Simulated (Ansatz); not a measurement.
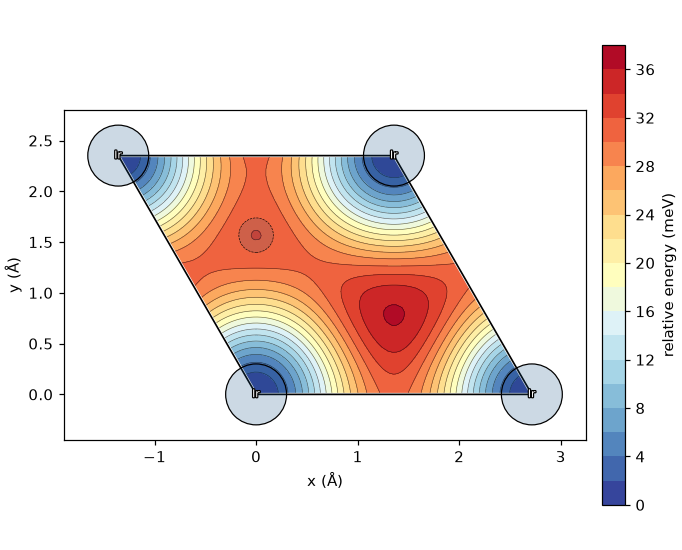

CO on an Ir(111) slab cut from the Fm-3m phase, its upper half relaxed before the scan (12 atoms of substrate and one adsorbate in a 2 × 2 cell). CO (O end down) is moved over the surface cell at a fixed height above a rigid substrate; the origin of the map has the adsorbate above Ir9; the height is held at 2.90 Å. Places are given modulo a cell vector. The map is drawn in real space over the plane of the surface. The grid has 6 × 6 points; 10 points were computed and 26 follow by symmetry. Places are given in fractions of the 1 × 1 surface cell. Energies: meV, counted from the lowest grid point. At a fixed height the lowest place need not be the adsorption site. The runs have no spin polarisation; a magnetic state may lie lower. Computed with DFT PBE+D3(BJ), scalar-relativistic, plane waves, PAW (Ansatz 0.2.0). Settings: cutoff 420 eV, k-mesh 6×6×1, gaussian smearing 0.1 eV, no spin polarisation.

In the figure: filled contours, labelled circles for the atoms of the top layer and small ones for the second layer, the outline of one cell of the plane. Between grid points the surface is interpolated.

The lowest grid point is at the top site over a surface Ir atom, (0/6, 0/6) of the cell vectors. No other kind of well shows on this grid. The highest grid point, a threefold hollow over a third-layer Ir atom, (4/6, 2/6) of the cell vectors, lies 36.2 meV above the lowest. On the interpolated surface the easiest way out of the lowest well to its copy in the next cell or period passes a barrier of about 30 meV.

The scan is repeated with another setting: the height is held at 3.40 Å; all else is set up alike.

> What will the new map look like?

The lowest place stays at the top site over a surface Ir atom, (0/6, 0/6) of the cell vectors. The span from the lowest to the highest grid point shrinks from 36.2 to 6.2 meV. The easiest pass out of the lowest well goes from about 30 to about 5.2 meV on the interpolated surfaces.

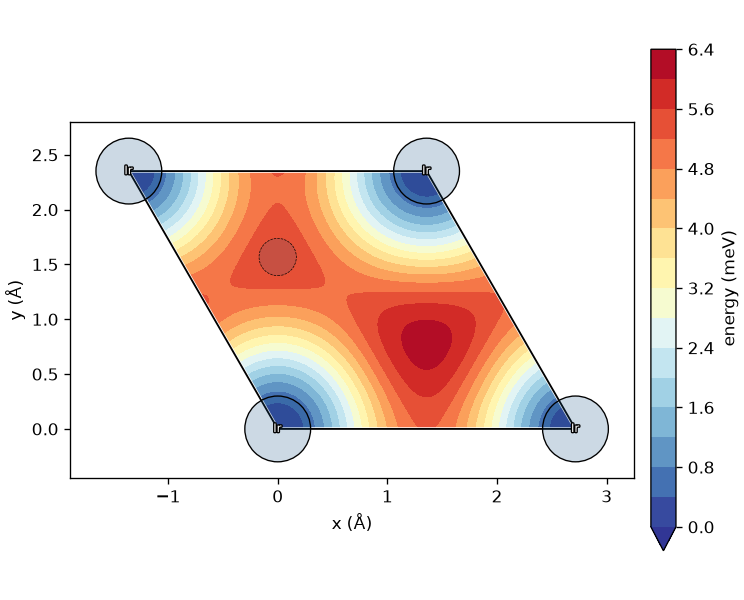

The map after the change, on a colour scale of its own. In the figure: filled contours, labelled circles for the atoms of the top layer and small ones for the second layer, the outline of one cell of the plane. Between grid points the surface is interpolated.

PAW datasets: the set soft_1.
